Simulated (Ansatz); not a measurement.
# SiO2 (Cristobalite): a point defect seen from the nuclei (Sb on a Si site), part 2 of 3

How do the nuclei near a point defect see it? The defect is Sb on a Si site in SiO2 (Cristobalite) (cell charge -1), first unrelaxed. The cell is a supercell built from a COD entry. Planned: a single point, then a relaxation, then a check of accuracy with ecutwfc.

Ansatz 0.2.0; DFT, PBE, plane-wave PAW, default files, scalar-relativistic, as far as a step names no other. Earlier steps stand in the parts before.

## 3. Ions relaxed

input.yaml, as its differences from that of step 2:

```diff
@@ -45 +45,4 @@
     contact_densities: true
+relax:
+  f_tol: 0.03
+  max_steps: 40
```

The run is started by

```
ansatz run input.yaml --threads 1 --pin off --max-ram 3072MiB --backend cpu --events-out ev --progress --plain --runs-dir out
```

What it wrote:

```text
Warning: output.stress: scf.convergence.dr2_threshold = 1e-7 eV (the SCF's general default) is looser than the 2.4e-9 eV advised for a printed stress (1e-10 eV for each atom of the cell: 24). What an SCF threshold leaves in a stress goes as its square root, and in the free energy as the threshold itself, and one threshold admits the most on a small cell: of the crystals measured, under no hybrid functional and no lock of the moments, on runs that ended without the residual-converged pass, on stresses that held no estimate of that error, the worst erred by over 100 MPa in a component at 1e-7 eV an atom and by under 5 at 1e-10. Every solve of this run answers to scf.convergence.dr2_threshold, and the tensor of one is reported: a single SCF on the reported geometry and on this run's grids (its basis.xc_grid and basis.ecutrho_ratio typed), with scf.convergence.dr2_threshold at 2.4e-9 eV or tighter, prints it and tightens no other solve. Else set scf.convergence.dr2_threshold to 2.4e-9 eV or tighter. The threshold is an SCF's pass mark: one that does not reach it within its budget of iterations ends unconverged, or closes short of it on a stop that the run arms, and scf.convergence.dr2_threshold's page says what that costs each kind of run
Warning: RAYON_NUM_THREADS=1 ignored (pool sized by the plan → 1); use --threads N
Sb: output.efg is read without spin–orbit coupling, which moves field gradients at and beside such atoms by some per cent and up to a factor of two; PAW files take it under magnetization.noncollinear and magnetization.spin_orbit
[... 10 set-up lines as earlier in the session ...]
Crystal: 24 atoms, lattice volume = 345.648 Å³
Basis set: ecut = 420 eV, 6755 PW (Γ), exchange–correlation on 120×120×96 points (8 copies of the dense FFT grid, shifted against one another)
Bands: 94, of which v1, the nominal top of the filled ones, is band 70 counted from 1 (69 counted from 0)
[... 2 set-up lines as earlier in the session ...]
k-points: 10 of 27 (time reversal used)
[... 10 set-up lines as earlier in the session ...]
SCF iter   1: F=—  HF=-20016.580366 eV  |F-HF|=—  |Δ(HF+E_count)|=         —  Δρ=2.18e-2  dr2=2.10e0  ethr=1.77e-3  ⟨swp⟩=7.6  Hψ=5054  notcnv=0  defer=57
preconditioner: auto → Resta (q_TF=auto, 2.347 Å⁻¹)  ε∞=2.9  [insulator: Δε(μ)=1.061 eV  Ē_g=16.274 eV  σ=0.010 eV  W_gap=1.00  n_scr=68 (ndim 8)  ℏωp=22.6 eV  f_vac=0.230  D(μ)=0.00/eV (n_scr^D=0)  ε∞_Penn≈2.9]
SCF iter   2: F=—  HF=-20016.025753 eV  |F-HF|=—  |Δ(HF+E_count)|=   5.55e-1  Δρ=7.62e-3  dr2=2.96e-1  ethr=1.50e-3  ⟨swp⟩=3.3  Hψ=1703  notcnv=0  defer=180
SCF iter   3: F=—  HF=-20015.974449 eV  |F-HF|=—  |Δ(HF+E_count)|=   5.13e-2  Δρ=3.11e-3  dr2=8.13e-2  ethr=2.12e-4  ⟨swp⟩=3.3  Hψ=1450  notcnv=0  defer=180
SCF iter   4: F=—  HF=-20015.969014 eV  |F-HF|=—  |Δ(HF+E_count)|=   5.43e-3  Δρ=1.18e-3  dr2=5.88e-3  ethr=5.81e-5  ⟨swp⟩=3.9  Hψ=1510  notcnv=0  defer=180
SCF iter   5: F=—  HF=-20015.971723 eV  |F-HF|=—  |Δ(HF+E_count)|=   2.71e-3  Δρ=7.27e-4  dr2=1.47e-3  ethr=4.20e-6  ⟨swp⟩=2.0  Hψ=1650  notcnv=0  defer=180
SCF iter   6: F=—  HF=-20015.972151 eV  |F-HF|=—  |Δ(HF+E_count)|=   4.28e-4  Δρ=1.67e-4  dr2=1.16e-4  ethr=1.05e-6  ⟨swp⟩=2.0  Hψ=1470  notcnv=0  defer=180
SCF iter   7: F=—  HF=-20015.972365 eV  |F-HF|=—  |Δ(HF+E_count)|=   2.14e-4  Δρ=3.33e-5  dr2=4.98e-6  ethr=8.30e-8  ⟨swp⟩=3.0  Hψ=1479  notcnv=0  defer=180
SCF iter   8: F=-20015.972375 eV  HF=-20015.972375 eV  |F-HF|=6.11e-8  |Δ(HF+E_count)|=   1.04e-5  Δρ=1.72e-5  dr2=9.91e-7  ethr=3.56e-9  ⟨swp⟩=4.5  Hψ=2858  notcnv=0
SCF 1 converged in 8 iterations: F = -20015.972375 eV  dr2 = 9.91e-7
relax step   1: F+E_penalty+E_count = -20015.97237530 eV  Δ(F+E_penalty+E_count) = +0.000e0 eV  max|allowed force component| = 1.667e1 eV/Å  Δτ_max = 0.0000 Å  (8 SCF iters, dr2 threshold 2.25e-5 eV, accepted)
Initial density: handed on by an earlier stage of this run
Initial wavefunctions: those handed on with the density
iter 1 solved again at ethr=6.62e-4 eV; its pass at ethr=3.10e-3 eV (dr2=9.27e-1 eV) is discarded
SCF iter   1: F=—  HF=-20024.390544 eV  |F-HF|=—  |Δ(HF+E_count)|=         —  Δρ=2.04e-2  dr2=9.30e-1  ethr=6.62e-4  ⟨swp⟩=1.0  Hψ=4422  notcnv=0  defer=180
preconditioner: auto → Resta (q_TF=auto, 2.347 Å⁻¹)  ε∞=2.9  [insulator: Δε(μ)=1.301 eV  Ē_g=16.480 eV  σ=0.010 eV  W_gap=1.00  n_scr=68 (ndim 8)  ℏωp=22.8 eV  f_vac=0.172  D(μ)=0.00/eV (n_scr^D=0)  ε∞_Penn≈2.9]
SCF iter   2: F=—  HF=-20024.263696 eV  |F-HF|=—  |Δ(HF+E_count)|=   1.27e-1  Δρ=1.11e-2  dr2=2.78e-1  ethr=6.62e-4  ⟨swp⟩=2.0  Hψ=812  notcnv=0  defer=180
SCF iter   3: F=—  HF=-20024.234177 eV  |F-HF|=—  |Δ(HF+E_count)|=   2.95e-2  Δρ=2.93e-3  dr2=2.47e-2  ethr=1.99e-4  ⟨swp⟩=3.0  Hψ=1368  notcnv=0  defer=186
SCF iter   4: F=—  HF=-20024.230140 eV  |F-HF|=—  |Δ(HF+E_count)|=   4.04e-3  Δρ=9.32e-4  dr2=2.49e-3  ethr=1.76e-5  ⟨swp⟩=3.0  Hψ=1817  notcnv=0  defer=190
SCF iter   5: F=—  HF=-20024.230695 eV  |F-HF|=—  |Δ(HF+E_count)|=   5.55e-4  Δρ=2.70e-4  dr2=2.90e-4  ethr=1.78e-6  ⟨swp⟩=2.0  Hψ=1362  notcnv=0  defer=190
SCF iter   6: F=—  HF=-20024.230872 eV  |F-HF|=—  |Δ(HF+E_count)|=   1.78e-4  Δρ=1.19e-4  dr2=4.52e-5  ethr=2.07e-7  ⟨swp⟩=2.0  Hψ=1500  notcnv=0  defer=190
SCF iter   7: F=-20024.230900 eV  HF=-20024.230897 eV  |F-HF|=3.18e-6  |Δ(HF+E_count)|=   2.49e-5  Δρ=4.51e-5  dr2=6.57e-6  ethr=3.23e-8  ⟨swp⟩=4.1  Hψ=2796  notcnv=0
SCF 2 converged in 7 iterations: F = -20024.230900 eV  dr2 = 6.57e-6
relax step   2: F+E_penalty+E_count = -20024.23090041 eV  Δ(F+E_penalty+E_count) = -8.259e0 eV  max|allowed force component| = 6.649e0 eV/Å  Δτ_max = 0.1901 Å  (7 SCF iters, dr2 threshold 1.00e-4 eV, accepted)
iter 1 solved again at ethr=5.13e-4 eV; its pass at ethr=3.10e-3 eV (dr2=7.19e-1 eV) is discarded
SCF iter   1: F=—  HF=-20028.193336 eV  |F-HF|=—  |Δ(HF+E_count)|=         —  Δρ=1.83e-2  dr2=7.18e-1  ethr=5.13e-4  ⟨swp⟩=1.0  Hψ=4627  notcnv=0  defer=182
preconditioner: auto → Resta (q_TF=auto, 2.347 Å⁻¹)  ε∞=3.0  [insulator: Δε(μ)=2.033 eV  Ē_g=16.175 eV  σ=0.010 eV  W_gap=1.00  n_scr=68 (ndim 8)  ℏωp=22.8 eV  f_vac=0.180  D(μ)=0.00/eV (n_scr^D=0)  ε∞_Penn≈3.0]
SCF iter   2: F=—  HF=-20028.069605 eV  |F-HF|=—  |Δ(HF+E_count)|=   1.24e-1  Δρ=9.81e-3  dr2=1.89e-1  ethr=5.13e-4  ⟨swp⟩=2.3  Hψ=1071  notcnv=0  defer=182
SCF iter   3: F=—  HF=-20028.054034 eV  |F-HF|=—  |Δ(HF+E_count)|=   1.56e-2  Δρ=3.27e-3  dr2=3.06e-2  ethr=1.35e-4  ⟨swp⟩=2.8  Hψ=1354  notcnv=0  defer=183
SCF iter   4: F=—  HF=-20028.048023 eV  |F-HF|=—  |Δ(HF+E_count)|=   6.01e-3  Δρ=8.65e-4  dr2=1.94e-3  ethr=2.18e-5  ⟨swp⟩=3.0  Hψ=1566  notcnv=0  defer=183
SCF iter   5: F=—  HF=-20028.048504 eV  |F-HF|=—  |Δ(HF+E_count)|=   4.81e-4  Δρ=3.31e-4  dr2=3.18e-4  ethr=1.39e-6  ⟨swp⟩=2.2  Hψ=1678  notcnv=0  defer=183
SCF iter   6: F=—  HF=-20028.048559 eV  |F-HF|=—  |Δ(HF+E_count)|=   5.45e-5  Δρ=1.11e-4  dr2=4.56e-5  ethr=7.14e-8  ⟨swp⟩=3.0  Hψ=3617  notcnv=0
SCF iter   7: F=-20028.048591 eV  HF=-20028.048589 eV  |F-HF|=1.81e-6  |Δ(HF+E_count)|=   3.03e-5  Δρ=4.42e-5  dr2=6.61e-6  ethr=3.26e-8  ⟨swp⟩=4.0  Hψ=2823  notcnv=0
SCF 3 converged in 7 iterations: F = -20028.048591 eV  dr2 = 6.61e-6
relax step   3: F+E_penalty+E_count = -20028.04859079 eV  Δ(F+E_penalty+E_count) = -3.818e0 eV  max|allowed force component| = 2.656e0 eV/Å  Δτ_max = 0.1955 Å  (7 SCF iters, dr2 threshold 1.00e-4 eV, accepted)
[... from here on, the SCF cycles and remarks between the steps are left out ...]
relax step   4: F+E_penalty+E_count = -20029.77727158 eV  Δ(F+E_penalty+E_count) = -1.729e0 eV  max|allowed force component| = 5.394e-1 eV/Å  Δτ_max = 0.2000 Å  (6 SCF iters, dr2 threshold 1.00e-4 eV, accepted)
relax step   5: F+E_penalty+E_count = -20030.13956348 eV  Δ(F+E_penalty+E_count) = -3.623e-1 eV  max|allowed force component| = 3.861e-1 eV/Å  Δτ_max = 0.2000 Å  (7 SCF iters, dr2 threshold 1.82e-5 eV, accepted)
relax step   6: F+E_penalty+E_count = -20030.32540256 eV  Δ(F+E_penalty+E_count) = -1.858e-1 eV  max|allowed force component| = 7.462e-1 eV/Å  Δτ_max = 0.2000 Å  (7 SCF iters, dr2 threshold 9.32e-6 eV, accepted)
relax step   7: F+E_penalty+E_count = -20030.36430124 eV  Δ(F+E_penalty+E_count) = -3.890e-2 eV  max|allowed force component| = 4.708e-1 eV/Å  Δτ_max = 0.1955 Å  (7 SCF iters, dr2 threshold 1.00e-4 eV, accepted)
relax step   8: F+E_penalty+E_count = -20030.46282541 eV  Δ(F+E_penalty+E_count) = -9.852e-2 eV  max|allowed force component| = 3.565e-1 eV/Å  Δτ_max = 0.1406 Å  (6 SCF iters, dr2 threshold 8.83e-5 eV, accepted)
relax step   9: F+E_penalty+E_count = -20030.48317264 eV  Δ(F+E_penalty+E_count) = -2.035e-2 eV  max|allowed force component| = 9.104e-2 eV/Å  Δτ_max = 0.0459 Å  (6 SCF iters, dr2 threshold 5.06e-5 eV, accepted)
relax step  10: F+E_penalty+E_count = -20030.48515724 eV  Δ(F+E_penalty+E_count) = -1.985e-3 eV  max|allowed force component| = 5.034e-2 eV/Å  Δτ_max = 0.0229 Å  (8 SCF iters, accepted)
SCF iter   1: F=—  HF=-20030.485987 eV  |F-HF|=—  |Δ(HF+E_count)|=         —  Δρ=9.03e-4  dr2=1.53e-3  ethr=1.03e-5  ⟨swp⟩=3.2  Hψ=1974  notcnv=0  defer=189
preconditioner: auto → Resta (q_TF=auto, 2.347 Å⁻¹)  ε∞=3.1  [insulator: Δε(μ)=3.460 eV  Ē_g=15.877 eV  σ=0.010 eV  W_gap=1.00  n_scr=68 (ndim 8)  ℏωp=22.8 eV  f_vac=0.179  D(μ)=0.00/eV (n_scr^D=0)  ε∞_Penn≈3.1]
SCF iter   2: F=—  HF=-20030.485737 eV  |F-HF|=—  |Δ(HF+E_count)|=   2.49e-4  Δρ=4.81e-4  dr2=4.45e-4  ethr=1.09e-6  ⟨swp⟩=2.0  Hψ=1140  notcnv=0  defer=189
SCF iter   3: F=—  HF=-20030.485685 eV  |F-HF|=—  |Δ(HF+E_count)|=   5.23e-5  Δρ=1.52e-4  dr2=5.77e-5  ethr=3.18e-7  ⟨swp⟩=2.0  Hψ=1271  notcnv=0  defer=189
SCF iter   4: F=—  HF=-20030.485691 eV  |F-HF|=—  |Δ(HF+E_count)|=   6.33e-6  Δρ=3.82e-5  dr2=3.34e-6  ethr=4.12e-8  ⟨swp⟩=2.0  Hψ=1281  notcnv=0  defer=189
SCF iter   5: F=—  HF=-20030.485692 eV  |F-HF|=—  |Δ(HF+E_count)|=   7.86e-7  Δρ=1.28e-5  dr2=4.87e-7  ethr=2.39e-9  ⟨swp⟩=2.0  Hψ=1281  notcnv=0  defer=189
SCF iter   6: F=-20030.485692 eV  HF=-20030.485692 eV  |F-HF|=6.38e-9  |Δ(HF+E_count)|=   2.39e-7  Δρ=5.50e-6  dr2=8.67e-8  ethr=7.14e-11  ⟨swp⟩=5.0  Hψ=3471  notcnv=0
SCF 11 converged in 6 iterations: F = -20030.485692 eV  dr2 = 8.67e-8
relax step  11: F+E_penalty+E_count = -20030.48569239 eV  Δ(F+E_penalty+E_count) = -5.352e-4 eV  max|allowed force component| = 5.762e-3 eV/Å  Δτ_max = 0.0107 Å  (6 SCF iters, accepted)
NSCF: frozen V_eff on 10 k-points
the band table was solved once a step of the walk had ended and its energy, with any forces and stress, was formed, with the checks that follow a solve (5628 applications of the Hamiltonian). They found nothing against the state; the energy, forces and stress were not computed again (output.eigenvalues in the input reference)
SCF converged after 6 iterations
Free energy (F): -20030.485692 eV
Harris-Foulkes:  -20030.485692 eV  (|F-HF|=6.38e-9)
Internal energy: -20030.485692 eV  (E = F + TS)
E sigma→0 (E₀):  -20030.485692 eV
Fermi energy:    5.899911 eV
--- Per-component energies (eV) ---
[... 15 lines left out ...]
--- Forces (eV/Å), atoms counted from 1 ---
  atom   1  Sb    -0.00095891    -0.00095891     0.00000000
  atom   2  Si    -0.00176015    -0.00176015     0.00000000
  atom   3  Si     0.00322171    -0.00120129     0.00367068
  atom   4  Si    -0.00196675    -0.00076577     0.00536613
  atom   5  Si    -0.00542473    -0.00360439    -0.00325960
  atom   6  Si    -0.00360439    -0.00542473     0.00325960
[... 18 lines left out ...]
  max |Σ_I F_I| component: 1.07e-5 eV/Å
--- Stress (GPa, compression-positive) ---
        1.993020      -1.358644       2.684962
       -1.358644       1.993020      -2.684962
        2.684961      -2.684961       3.892462
  P = ⅓ Tr σ = 2.6262 GPa (26.262 kbar)
--- PAW observables at the nuclei: V_zz in 10²¹ V/m², potentials from the cell's mean, atoms counted from 1 ---
  atom   1  Sb V_zz =   +14.160664   η = 0.8916   by run symmetry: allowed   C_q = -185.9250 MHz
            electrostatic potential = -8402.488283 V   contact ρ = 1350186.768793 e/Å³
  atom   2  Si V_zz =    +1.398984   η = 0.4461   by run symmetry: allowed
            electrostatic potential = -1354.284636 V   contact ρ = 12801.958078 e/Å³
  atom   3  Si V_zz =    -1.157786   η = 0.6480   by run symmetry: allowed
            electrostatic potential = -1354.492844 V   contact ρ = 12801.861060 e/Å³
  atom   4  Si V_zz =    -2.877854   η = 0.6477   by run symmetry: allowed
            electrostatic potential = -1354.852464 V   contact ρ = 12802.604686 e/Å³
  atom   5  Si V_zz =    -1.177513   η = 0.8917   by run symmetry: allowed
            electrostatic potential = -1354.332592 V   contact ρ = 12801.765885 e/Å³
  atom   6  Si V_zz =    -1.177513   η = 0.8917   by run symmetry: allowed
            electrostatic potential = -1354.332592 V   contact ρ = 12801.765885 e/Å³
  atom   7  Si V_zz =    -2.877854   η = 0.6477   by run symmetry: allowed
            electrostatic potential = -1354.852464 V   contact ρ = 12802.604686 e/Å³
  atom   8  Si V_zz =    -1.157786   η = 0.6480   by run symmetry: allowed
            electrostatic potential = -1354.492844 V   contact ρ = 12801.861060 e/Å³
  atom   9  O  V_zz =    +5.308920   η = 0.4734   by run symmetry: allowed   C_q = -3.2837 MHz
            electrostatic potential = -620.253287 V   contact ρ = 2157.962309 e/Å³
  atom  10  O  V_zz =    +8.983704   η = 0.2724   by run symmetry: allowed   C_q = -5.5566 MHz
            electrostatic potential = -618.784863 V   contact ρ = 2153.998937 e/Å³
  atom  11  O  V_zz =    +9.028450   η = 0.3794   by run symmetry: allowed   C_q = -5.5843 MHz
            electrostatic potential = -618.804644 V   contact ρ = 2153.892003 e/Å³
  atom  12  O  V_zz =    +8.221266   η = 0.3222   by run symmetry: allowed   C_q = -5.0850 MHz
            electrostatic potential = -619.011818 V   contact ρ = 2154.760343 e/Å³
  atom  13  O  V_zz =    +9.523799   η = 0.2352   by run symmetry: allowed   C_q = -5.8907 MHz
            electrostatic potential = -618.585929 V   contact ρ = 2153.821059 e/Å³
  atom  14  O  V_zz =    +9.456945   η = 0.2362   by run symmetry: allowed   C_q = -5.8493 MHz
            electrostatic potential = -618.671471 V   contact ρ = 2153.951439 e/Å³
  atom  15  O  V_zz =    +9.054334   η = 0.3658   by run symmetry: allowed   C_q = -5.6003 MHz
            electrostatic potential = -618.605168 V   contact ρ = 2154.509452 e/Å³
  atom  16  O  V_zz =    +9.232846   η = 0.2939   by run symmetry: allowed   C_q = -5.7107 MHz
            electrostatic potential = -619.185487 V   contact ρ = 2156.150757 e/Å³
  atom  17  O  V_zz =    +8.221266   η = 0.3222   by run symmetry: allowed   C_q = -5.0850 MHz
            electrostatic potential = -619.011818 V   contact ρ = 2154.760343 e/Å³
  atom  18  O  V_zz =    +9.028450   η = 0.3794   by run symmetry: allowed   C_q = -5.5843 MHz
            electrostatic potential = -618.804644 V   contact ρ = 2153.892003 e/Å³
  atom  19  O  V_zz =    +9.456945   η = 0.2362   by run symmetry: allowed   C_q = -5.8493 MHz
            electrostatic potential = -618.671471 V   contact ρ = 2153.951439 e/Å³
  atom  20  O  V_zz =    +9.523799   η = 0.2352   by run symmetry: allowed   C_q = -5.8907 MHz
            electrostatic potential = -618.585929 V   contact ρ = 2153.821059 e/Å³
  atom  21  O  V_zz =    +9.232846   η = 0.2939   by run symmetry: allowed   C_q = -5.7107 MHz
            electrostatic potential = -619.185487 V   contact ρ = 2156.150757 e/Å³
  atom  22  O  V_zz =    +9.054334   η = 0.3658   by run symmetry: allowed   C_q = -5.6003 MHz
            electrostatic potential = -618.605168 V   contact ρ = 2154.509452 e/Å³
  atom  23  O  V_zz =    +8.983704   η = 0.2724   by run symmetry: allowed   C_q = -5.5566 MHz
            electrostatic potential = -618.784863 V   contact ρ = 2153.998937 e/Å³
  atom  24  O  V_zz =    +5.308920   η = 0.4734   by run symmetry: allowed   C_q = -3.2837 MHz
            electrostatic potential = -620.253287 V   contact ρ = 2157.962309 e/Å³
--- Band table (eV; the first three rows and the last of 10) ---
[... 4 lines left out ...]
--- Relaxed structure (11 steps of the walk, 11 accepted, 0 SCFs on fresh bases) ---
  F+E_penalty+E_count = -20030.48569239 eV   max|allowed force component| = 5.762e-3 eV/Å
  atoms:
    - { symbol: Sb, position: [-4.3306581821418777e-20, -4.3306581821418777e-20, 0.250408508951236] }
    - { symbol: Si, position: [0.5000000000000002, 0.5, 0.8197673341869954] }
    - { symbol: Si, position: [0.44688763251498337, 0.8040221426622729, 0.3884479091158244] }
    - { symbol: Si, position: [0.9179692172791702, 0.36134925382689587, 0.8499590106812092] }
    - { symbol: Si, position: [0.2626676366566598, 0.2381993247154639, 0.4400515478573974] }
    - { symbol: Si, position: [0.7373323633433403, 0.761800675284536, 0.9409185092295212] }
    - { symbol: Si, position: [0.08203078272082986, 0.638650746173104, 0.1292774817872755] }
    - { symbol: Si, position: [0.5531123674850167, 0.1959778573377272, 0.6393576842930806] }
    - { symbol: O, position: [0.03575672693815933, 0.250323413606136, 0.04220512733711493] }
    - { symbol: O, position: [0.5526003241678193, 0.6305856552579799, 0.5931058565597661] }
    - { symbol: O, position: [0.4329625617657768, 0.0032609471691945058, 0.3858131904974401] }
    - { symbol: O, position: [0.8209477522158032, 0.6119103800190796, 0.7874309637069511] }
    - { symbol: O, position: [0.3888939387125276, 0.29169669247960045, 0.4941465724028508] }
    - { symbol: O, position: [0.9298588345586858, 0.7444976793992748, 0.9637950967668416] }
    - { symbol: O, position: [0.2869585458248726, 0.6498793418368816, 0.9826712452583897] }
    - { symbol: O, position: [0.7793694759440473, 0.14349564206463056, 0.4952389984391407] }
    - { symbol: O, position: [0.1790522477841969, 0.38808961998092084, 0.22028909594183382] }
    - { symbol: O, position: [0.5670374382342233, 0.9967390528308059, 0.8220366994324112] }
    - { symbol: O, position: [0.0701411654413146, 0.25550232060072503, 0.6381516107248021] }
    - { symbol: O, position: [0.6111060612874725, 0.7083033075203998, 0.17473720359497857] }
    - { symbol: O, position: [0.22063052405595285, 0.8565043579353696, 0.4181041164478184] }
    - { symbol: O, position: [0.7130414541751275, 0.35012065816311866, 0.9195091329201436] }
    - { symbol: O, position: [0.44739967583218043, 0.36941434474202006, 0.7762918359855655] }
    - { symbol: O, position: [0.964243273061841, 0.749676586393864, 0.3282852678814099] }
--- Löwdin populations: 24 sites ---
  site symbol       q [e]
[... 24 lines left out ...]
  spilling = 0.012641 (of n_electrons = 140.000000)
```

Run time: 5.7 min. Hardware: 1 thread of Arm Neoverse V2, shared host; peak memory 0.74 GiB.

The steps of the relaxation:

| step | energy change (eV) | largest force component (eV/Å) |
| --- | --- | --- |
| 1 | 0.0000 | 16.674 |
| 2 | -8.2585 | 6.649 |
| 3 | -12.0762 | 2.656 |
| 4 | -13.8049 | 0.539 |
| 5 | -14.1672 | 0.386 |
| 6 | -14.3530 | 0.746 |
| 7 | -14.3919 | 0.471 |
| 8 | -14.4904 | 0.356 |
| 9 | -14.5108 | 0.091 |
| 10 | -14.5128 | 0.050 |
| 11 | -14.5133 | 0.006 |

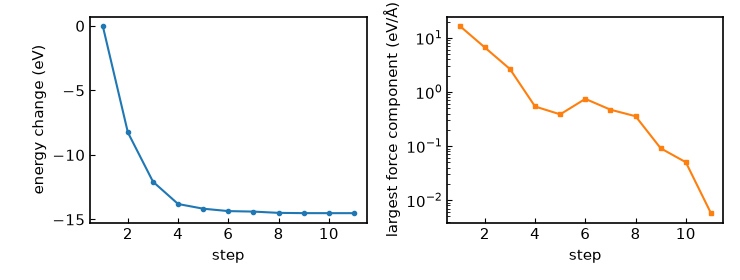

Energy and largest force component along the relaxation.

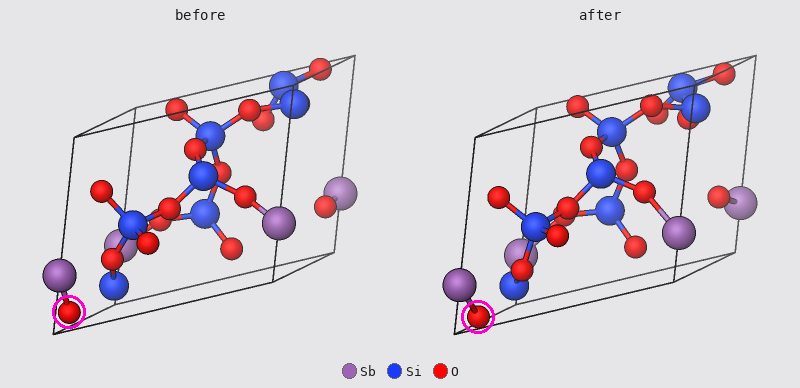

Before and after; atom 9 (O), which moved most, is ringed, with its images.

Largest displacement: 0.806 Å (atom 9 and its like, O); mean 0.305 Å.

At the end: gap on the mesh 3.46 eV, largest force 0.007 eV/Å, pressure 2.6 GPa.

What changed since step 2 (V_zz in 10²¹ V/m²):

| site | atoms | V_zz, PBE | V_zz, PBE relaxed | η, PBE | η, PBE relaxed |
| --- | --- | --- | --- | --- | --- |
| Sb | 1 | -1.73 | 14.16 | 0.34 | 0.89 |
| O9 | 9, 24 | 8.46 | 5.31 | 0.12 | 0.47 |
| O16 | 16, 21 | 8.48 | 9.23 | 0.13 | 0.29 |
| Si3 | 3, 8 | -0.39 | -1.16 | 0.33 | 0.65 |
| Si4 | 4, 7 | 0.20 | -2.88 | 0.63 | 0.65 |
| O15 | 15, 22 | 9.04 | 9.05 | 0.15 | 0.37 |
| O11 | 11, 18 | 9.13 | 9.03 | 0.14 | 0.38 |
| O13 | 13, 20 | 9.07 | 9.52 | 0.14 | 0.24 |
| O14 | 14, 19 | 9.02 | 9.46 | 0.14 | 0.24 |
| O12 | 12, 17 | 9.05 | 8.22 | 0.13 | 0.32 |
| O10 | 10, 23 | 9.11 | 8.98 | 0.12 | 0.27 |
| Si5 | 5, 6 | -0.24 | -1.18 | 0.64 | 0.89 |
| Si2 | 2 | -0.35 | 1.40 | 0.49 | 0.45 |

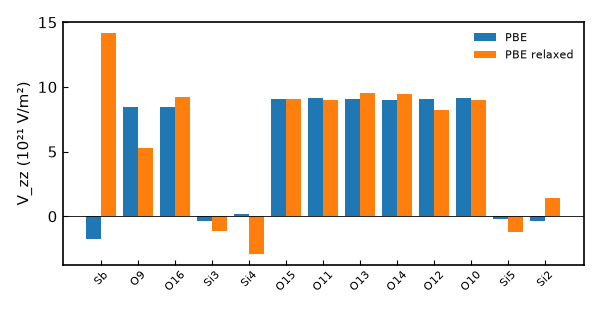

V_zz by site: PBE and PBE relaxed.

Site by site (atoms counted from 1): 11 of 13, those nearest the defect, the farthest of each element and the two largest gradients.

| site | atoms | distance from the defect (Å) | V_zz (10²¹ V/m²) | η | C_Q (MHz) |
| --- | --- | --- | --- | --- | --- |
| Sb | 1 | 0.00 | 14.16 | 0.89 | -186 (¹²¹Sb) |
| O16 | 16, 21 | 2.01 | 9.23 | 0.29 | -5.71 (¹⁷O) |
| O9 | 9, 24 | 2.18 | 5.31 | 0.47 | -3.28 (¹⁷O) |
| Si4 | 4, 7 | 3.10 | -2.88 | 0.65 | – |
| O15 | 15, 22 | 3.11 | 9.05 | 0.37 | -5.60 (¹⁷O) |
| Si3 | 3, 8 | 3.41 | -1.16 | 0.65 | – |
| O13 | 13, 20 | 3.93 | 9.52 | 0.24 | -5.89 (¹⁷O) |
| O14 | 14, 19 | 3.95 | 9.46 | 0.24 | -5.85 (¹⁷O) |
| O11 | 11, 18 | 4.21 | 9.03 | 0.38 | -5.58 (¹⁷O) |
| O10 | 10, 23 | 4.64 | 8.98 | 0.27 | -5.56 (¹⁷O) |
| Si5 | 5, 6 | 4.67 | -1.18 | 0.89 | – |

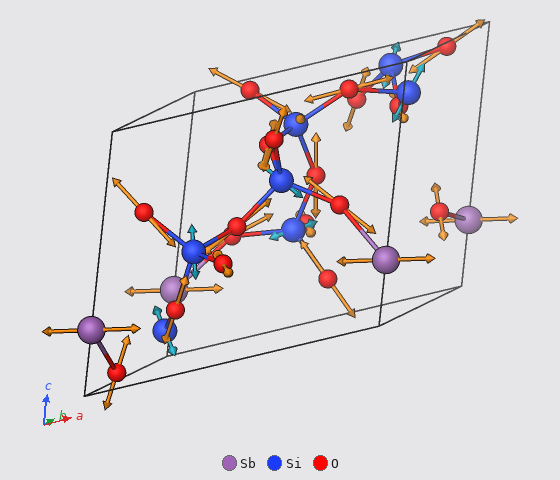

Double arrows mark the V_zz axes (orange positive, teal negative); their length grows with the root of |V_zz|.

The sizes of the gradients above 0.15 moved by 9 % in the median, over a factor of two at the site that moves most (small gradients counted from 0.15; Si4, 0.20 to -2.88), with a change of sign at Sb, Si4, Si2.

(Part 2 of 3 ends here.)
